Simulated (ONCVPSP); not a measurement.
Run report: Zn, pseudopotential generation

System: zinc (Zn, Z = 30), core [Ar], reference valence 3d10 4s1 4p1, valence charge 12.
Method: ONCV potential, PBE, scalar-relativistic, made with ONCVPSP 4.0.1.

### The input
```
# ATOM AND REFERENCE CONFIGURATION
# atsym  z   nc   nv     iexc    psfile
  Zn 30.00    5    3        4      upf
#
#   n    l    f
    1    0    2.00
    2    0    2.00
    2    1    6.00
    3    0    2.00
    3    1    6.00
    3    2   10.00
    4    0    1.00
    4    1    1.00
#
# PSEUDOPOTENTIAL AND OPTIMIZATION
# lmax
    3
#
#   l,   rc,      ep,       ncon, nbas, qcut
    0    2.15    0.00    4    7    3.10
    1    3.20    0.00    4    8    3.00
    2    1.20    0.00    4    8   13.70
    3    2.85    0.03    3    7    3.60
#
# LOCAL POTENTIAL
# lloc, lpopt,  rc(5),   dvloc0
    4    5    0.90    4.50
#
# VANDERBILT-KLEINMAN-BYLANDER PROJECTORs
# l, nproj, debl
    0    2    0.50
    1    2    1.00
    2    2    2.30
    3    2    0.50
#
# MODEL CORE CHARGE
# icmod, fcfact, rcfact
    3    5.00    1.35
#
# LOG DERIVATIVE ANALYSIS
# epsh1, epsh2, depsh
   -2.00    5.00    0.02
#
# OUTPUT GRID
# rlmax, drl
    6.00    0.01
#
# TEST CONFIGURATIONS
# ncnf
    4
# nvcnf
#   n    l    f
    3
    3    2   10.00
    4    0    2.00
    4    1    0.00
#
    3
    3    2   10.00
    4    0    1.00
    4    1    0.00
#
    3
    3    2   10.00
    4    0    0.00
    4    1    0.00
#
    3
    3    2    9.00
    4    0    2.00
    4    1    1.00
#
```

Command:
```bash
oncvpsp.x < Zn.dat > Zn.out
```

### Log (extracts)
```
ONCVPSP  (Optimized Norm-Conservinng Vanderbilt PSeudopotential)
scalar-relativistic version 4.0.1

#   n    l    f        energy (Ha)
    1    0    2.00    -3.5014717E+02
    2    0    2.00    -4.2646294E+01
    2    1    6.00    -3.6976010E+01
    3    0    2.00    -4.8317274E+00
    3    1    6.00    -3.1477520E+00
    3    2   10.00    -4.5364362E-01
    4    0    1.00    -2.7200652E-01
    4    1    1.00    -7.7203441E-02

Reference configufation results
  iterations    35
  all-electron total energy (Ha)   -1.79583182D+03

Begin loop to  construct optimized pseudo wave functions
and semi-local pseudopoentials for all angular momenta

   Wellstate for l =  0  n =  5
     eigenvalue =   0.2280
     asymptotic potential =   0.7280
     half-point radius =  6.5069

Calculating optimized projector #   1

 for l=   0

    Fraction of norm inside rc  0.396332
    Optimizing pswf for qcut=   3.10 a_B^-1,  ecut=   4.81 Ha
    Residual kinetic energy error=  2.14D-03 Ha

    Energy error per electron        Cutoff
         Ha          eV             Ha
         0.01000     0.27211        3.28
         0.00100     0.02721        7.94
         0.00010     0.00272       22.77
         0.00001     0.00027       27.48

Calculating optimized projector #   2

 for l=   0

    Fraction of norm inside rc  0.154162
    Optimizing pswf for qcut=   3.10 a_B^-1,  ecut=   4.81 Ha
    Residual kinetic energy error=  1.84D-03 Ha

    Energy error per electron        Cutoff
         Ha          eV             Ha
         0.01000     0.27211        3.23
         0.00100     0.02721        5.47
         0.00010     0.00272       13.75
         0.00001     0.00027       30.82

   Wellstate for l =  1  n =  6
     eigenvalue =   0.9228
     asymptotic potential =   1.4228
     half-point radius =  6.4822

Calculating optimized projector #   1

 for l=   1

    Fraction of norm inside rc  0.409063
    Optimizing pswf for qcut=   3.00 a_B^-1,  ecut=   4.51 Ha
    Residual kinetic energy error=  2.89D-06 Ha

    Energy error per electron        Cutoff
         Ha          eV             Ha
         0.01000     0.27211        1.04
         0.00100     0.02721        1.74
         0.00010     0.00272        2.35
         0.00001     0.00027        2.96

Calculating optimized projector #   2

 for l=   1

    Fraction of norm inside rc  0.188729
    Optimizing pswf for qcut=   3.00 a_B^-1,  ecut=   4.51 Ha
    Residual kinetic energy error=  1.19D-04 Ha

    Energy error per electron        Cutoff
         Ha          eV             Ha
         0.01000     0.27211        1.98
         0.00100     0.02721        2.66
         0.00010     0.00272        4.93
         0.00001     0.00027       21.47

   Wellstate for l =  2  n =  5
     eigenvalue =   1.8464
     asymptotic potential =   2.3464
     half-point radius =  3.6183

Calculating optimized projector #   1

 for l=   2

    Fraction of norm inside rc  0.782494
    Optimizing pswf for qcut=  13.69 a_B^-1,  ecut=  93.71 Ha
    Residual kinetic energy error=  1.71D-06 Ha

    Energy error per electron        Cutoff
         Ha          eV             Ha
         0.01000     0.27211       61.88
         0.00100     0.02721       73.09
         0.00010     0.00272       81.18
         0.00001     0.00027       88.11

Calculating optimized projector #   2

 for l=   2

    Fraction of norm inside rc  0.054698
    Optimizing pswf for qcut=  13.69 a_B^-1,  ecut=  93.71 Ha
    Residual kinetic energy error=  2.21D-06 Ha

    Energy error per electron        Cutoff
         Ha          eV             Ha
         0.01000     0.27211       56.14
         0.00100     0.02721       69.74
         0.00010     0.00272       80.23
         0.00001     0.00027       88.59

   Wellstate for l =  3  n =  4
     eigenvalue =   0.0300
     asymptotic potential =   0.5300
     half-point radius = 71.6653

   Wellstate for l =  3  n =  5
     eigenvalue =   0.5300
     asymptotic potential =   1.0300
     half-point radius =  9.6623

Calculating optimized projector #   1

 for l=   3

    Fraction of norm inside rc  0.000005
    Optimizing pswf for qcut=   3.60 a_B^-1,  ecut=   6.48 Ha
    Residual kinetic energy error=  2.37D-05 Ha

    Energy error per electron        Cutoff
         Ha          eV             Ha
         0.01000     0.27211        0.00
         0.00100     0.02721        0.06
         0.00010     0.00272        0.24
         0.00001     0.00027       90.75

Calculating optimized projector #   2

 for l=   3

    Fraction of norm inside rc  0.055752
    Optimizing pswf for qcut=   3.60 a_B^-1,  ecut=   6.48 Ha
    Residual kinetic energy error=  9.87D-06 Ha

    Energy error per electron        Cutoff
         Ha          eV             Ha
         0.01000     0.27211        1.38
         0.00100     0.02721        2.74
         0.00010     0.00272        4.53
         0.00001     0.00027        7.15

Construct Vanderbilt / Kleinmman-Bylander projectors

B matrix Hermiticity error, ll=   0
   1   2    1.6920E-05

  Orthonormal projector coefficients  8.0233E+00  1.2835E+00

B matrix Hermiticity error, ll=   1
   1   2   -2.1643E-05

  Orthonormal projector coefficients  3.6320E+00  1.8609E-01

B matrix Hermiticity error, ll=   2
   1   2   -2.5125E-04

  Orthonormal projector coefficients -1.4887E+01 -4.3410E+00

B matrix Hermiticity error, ll=   3
   1   2    8.8298E-09

  Orthonormal projector coefficients -5.2488E+00 -1.1726E+00

Model core correction analysis
  based on d2Exc/dn_idn_j

d2excae - all-electron derivatives

   -2.778299D-02   -6.735490D-03   -2.557463D-03
   -6.734250D-03   -3.477902D-02   -2.528900D-02
   -2.556288D-03   -2.528083D-02   -3.070239D-02

d2excps - pseudofunction derivatives with no core correction

   -4.401787D-02   -7.491875D-03   -2.768543D-03
   -7.490073D-03   -3.600187D-02   -2.562661D-02
   -2.767302D-03   -2.561941D-02   -3.076795D-02

rms 2nd derivative error    5.441937E-03

rmatch, rhocmatch    0.6153   35.7636

Teter function model core charge with specified parameters

d2excps - pseudofunction derivatives with core correction

   -3.259006D-02   -7.288590D-03   -2.726032D-03
   -7.286756D-03   -3.596289D-02   -2.561443D-02
   -2.724780D-03   -2.560723D-02   -3.076398D-02

rms 2nd derivative error    1.679738E-03

Pseudoatom total energy  -61.637383

Diagnostic tests using Vanderbilt-Kleinman-Bylander pseudopotentials
  1 or more projectors used as specified by nproj input data

   l    rcore       rmatch      e in        delta e   norm test  slope test

   0   2.1610997   2.2267154  -0.2720065  -0.0000007   1.0000271   1.0000446
   0   2.1610997   2.2267154   0.2279935   0.0000008   1.0000723   1.0000723

   1   3.2073144   3.3046954  -0.0772034  -0.0000001   1.0000072   1.0000114
   1   3.2073144   3.3046954   0.9227966   0.0000044   1.0000783   1.0000783

   2   1.2024657   1.2389752  -0.4536436  -0.0000067   1.0001533   1.0001668
   2   1.2024657   1.2389752   1.8463564   0.0000310   1.0003194   1.0003194

   3   2.8627268   2.9496454   0.0300000  -0.0000614   1.0001732   1.0001732
   3   2.8627268   2.9496454   0.5300000  -0.0000622   1.0004270   1.0004270

 Testing for bound ghosts
   n   l    E NL Schr. Eq   E Basis Diag.   E Cutoff

       0                       -0.777216     40.00  WARNING - GHOST(-)
   1   0       -0.272007       -0.268410     40.00

   2   1       -0.077204       -0.074467     29.29

   3   2       -0.453650       -0.449809    238.39

 Testing for highly-localized positive-energy ghosts
       l    <radius>/rc     E Basis Diag.   E Cutoff

       1        0.712861        2.466536     29.29  WARNING - GHOST(+)

       3        0.436545        0.418698     35.49  WARNING - GHOST(+)

Test configuration 0

   n   l     f        eae           eps        diff
   1   0  2.0000 -350.14717402
   2   0  2.0000  -42.64629352
   2   1  6.0000  -36.97601048
   3   0  2.0000   -4.83172740
   3   1  6.0000   -3.14775197
   3   2 10.0000   -0.45364362   -0.45365030   -6.67D-06
   4   0  1.0000   -0.27200652   -0.27200723   -7.06D-07
   4   1  1.0000   -0.07720344   -0.07720353   -8.76D-08

    Total energies and differences
      AE_ref= -1.79583182D+03  AE_tst= -1.79583182D+03  dif=  0.00D+00
      PS_ref= -6.16373830D+01  PS_tst= -6.16373830D+01  dif= -1.67D-12
      PSP excitation error=  1.67D-12

Test configuration 1

   n   l     f        eae           eps        diff
   1   0  2.0000 -350.06445616
   2   0  2.0000  -42.56792348
   2   1  6.0000  -36.89736575
   3   0  2.0000   -4.74920109
   3   1  6.0000   -3.06498485
   3   2 10.0000   -0.37265387   -0.37351939   -8.66D-04
   4   0  2.0000   -0.21971926   -0.21996146   -2.42D-04

    Total energies and differences
      AE_ref= -1.79583182D+03  AE_tst= -1.79601874D+03  dif= -1.87D-01
      PS_ref= -6.16373830D+01  PS_tst= -6.18245482D+01  dif= -1.87D-01
      PSP excitation error=  2.36D-04

Test configuration 2

   n   l     f        eae           eps        diff
   1   0  2.0000 -350.42135238
   2   0  2.0000  -42.91734076
   2   1  6.0000  -37.24740084
   3   0  2.0000   -5.10449800
   3   1  6.0000   -3.42081080
   3   2 10.0000   -0.72618666   -0.72580383    3.83D-04
   4   0  1.0000   -0.51441851   -0.51453796   -1.19D-04

    Total energies and differences
      AE_ref= -1.79583182D+03  AE_tst= -1.79565534D+03  dif=  1.76D-01
      PS_ref= -6.16373830D+01  PS_tst= -6.14608496D+01  dif=  1.77D-01
      PSP excitation error= -6.10D-05

Test configuration 3

   n   l     f        eae           eps        diff
   1   0  2.0000 -350.83756540
   2   0  2.0000  -43.32207430
   2   1  6.0000  -37.65307431
   3   0  2.0000   -5.51656336
   3   1  6.0000   -3.83325218
   3   2 10.0000   -1.13393886   -1.13069145    3.25D-03

    Total energies and differences
      AE_ref= -1.79583182D+03  AE_tst= -1.79497759D+03  dif=  8.54D-01
      PS_ref= -6.16373830D+01  PS_tst= -6.07836833D+01  dif=  8.54D-01
      PSP excitation error=  5.25D-04

Test configuration 4

   n   l     f        eae           eps        diff
   1   0  2.0000 -350.40208064
   2   0  2.0000  -42.93191307
   2   1  6.0000  -37.25876003
   3   0  2.0000   -5.07997415
   3   1  6.0000   -3.38930917
   3   2  9.0000   -0.66871581   -0.67850086   -9.79D-03
   4   0  2.0000   -0.31815864   -0.31730113    8.58D-04
   4   1  1.0000   -0.09535831   -0.09509899    2.59D-04

    Total energies and differences
      AE_ref= -1.79583182D+03  AE_tst= -1.79556879D+03  dif=  2.63D-01
      PS_ref= -6.16373830D+01  PS_tst= -6.13696920D+01  dif=  2.68D-01
      PSP excitation error= -4.67D-03
```

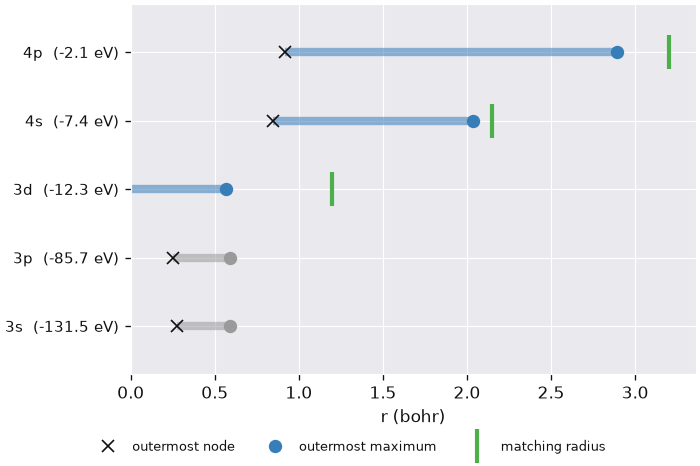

Outer shells of the all-electron reference atom: each bar runs from the outermost node (or the nucleus) to the outermost maximum of u(r); the tick is the radius chosen for the pseudo-wave. Shells without a tick have no pseudo-wave of their own. Levels, nodes and maxima are from ld1.x, scalar-relativistic.

- Radii against the shells: 3d: 1.20 bohr, outside the maximum; 4s: 2.15 bohr, outside the maximum; 4p: 3.20 bohr, outside the maximum.

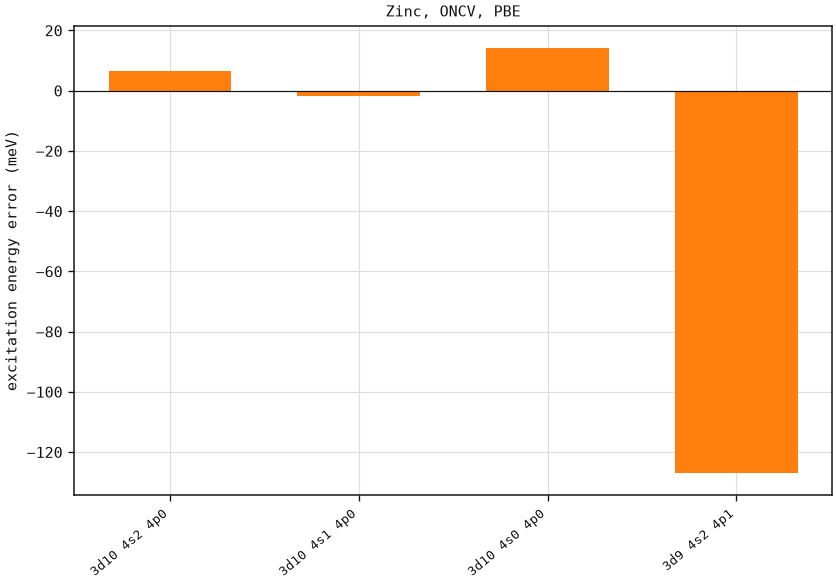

Errors, all-electron minus pseudo, of the energies of valence configurations relative to the unpolarised reference 3d10 4s1 4p1.

- Worst configuration: 3d9 4s2 4p1 (neutral): the error is -127 meV on an all-electron energy of +7.16 eV relative to the reference, or 1.8 %.
- Errors in meV: 3d10 4s2 4p0: +6.4; 3d10 4s1 4p0: -1.7; 3d10 4s0 4p0: +14; 3d9 4s2 4p1: -127.
- Configurations within 10 meV and within 50 meV: 2 and 3 of 4. The potential isn't sound: its ghost test gives GHOST(-) flagged for s at -21.1 eV; GHOST(+) flagged for p at 67.1 eV, f at 11.4 eV.

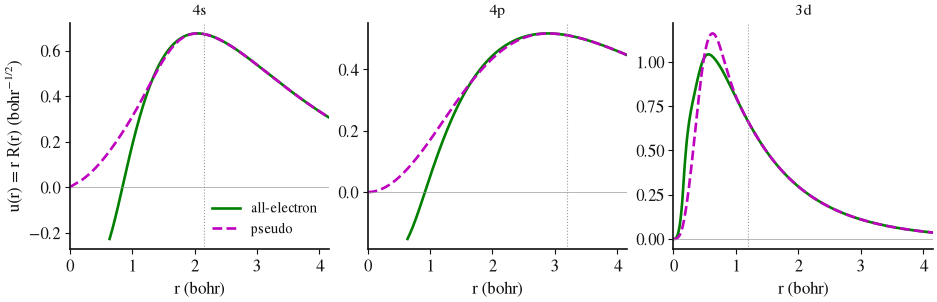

All-electron valence functions (solid) with their pseudo partners (dashed). Dotted lines mark the matching radii. The innermost oscillations of some all-electron curves aren't drawn. Pseudo-waves: 4s has no node; 4p has no node; 3d has no node.

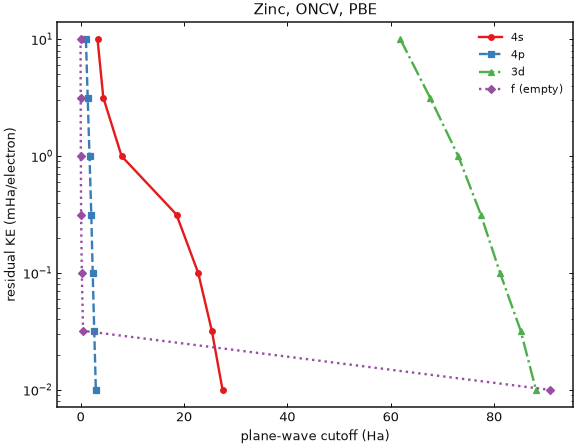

Residual kinetic energy of the pseudo-waves (the first of each channel, and further valence shells) beyond the plane-wave cutoff, as the generator prints it.

- Cutoffs for the occupied states: 73 Ha for 1 mHa and 81 Ha for 0.1 mHa per electron. The first is set by 3d.
- Hardest wave at 1 mHa per electron: 3d, with rc = 1.20 bohr and qcut = 13.7 1/bohr. The optimisation minimises, but can't always remove, the kinetic energy above qcut²/2 = 93.8 Ha, and a larger rc would as a rule soften the wave at some cost in transferability.
- Cutoffs for 1 mHa per electron: 3d: 73 Ha; 4s: 7.9 Ha; 4p: 1.7 Ha; f (empty): 0.1 Ha.

### Key numbers

- outcome: generated, with a ghost state
- cutoffs needed: 73 Ha and 81 Ha (the cutoffs at which the residual kinetic energy of the hardest occupied pseudo-wave falls to 1 and 0.1 mHa per electron)
- ghost test: GHOST(-) flagged for s at -21.1 eV; GHOST(+) flagged for p at 67.1 eV, f at 11.4 eV
- largest excitation error: -127 meV (all-electron minus pseudo) for 3d9 4s2 4p1, out of 4 test configurations
- rms error of d²Exc/dni dnj: 5.44 mHa without and 1.68 mHa with the model core
- clearest signs, in the scattering phases, of states that the all-electron atom lacks: p near 2.5 Ha
- range over which the phases arctan(r R′/R) at the test radius agree within 0.05 rad (a looser test near the poles than one of phase shifts): p: up to about 2.2 Ha; d: over the whole range computed; f: up to about 2.2 Ha; s: not judged, the stored energies step over a narrow level
- hardware: 1 CPU thread, shared host
- wall time: 8.9 s

### Remarks

The potential has a bound ghost state, so it can't be used as it stands.
